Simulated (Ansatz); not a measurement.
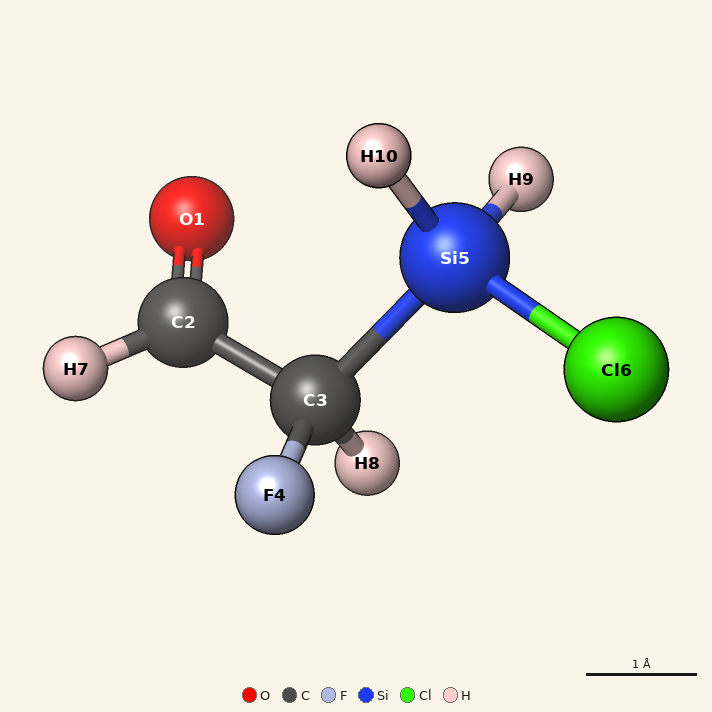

Numbered structure. The computed structure is the end point of a PBE-D4/def2-SVP optimisation. No frequency run is at hand to confirm it as a minimum.

Q: What is the geometry at C3?

A: C3 has 4 neighbours (C2 at 1.51, F4 at 1.39, Si5 at 1.93, H8 at 1.12 Å); the arrangement is tetrahedral.

Q: How are the neighbours of atom 2 arranged?

A: C2 has 3 neighbours (O1 at 1.22, C3 at 1.51, H7 at 1.13 Å); the arrangement is trigonal planar.

Q: How are the neighbours of atom 5 arranged?

A: Si5 has 4 neighbours (C3 at 1.93, Cl6 at 2.08, H9 at 1.50, H10 at 1.50 Å); the arrangement is tetrahedral.

Q: What is the dihedral angle O1–C2–C3–Si5?

A: 46° in size, that is gauche.
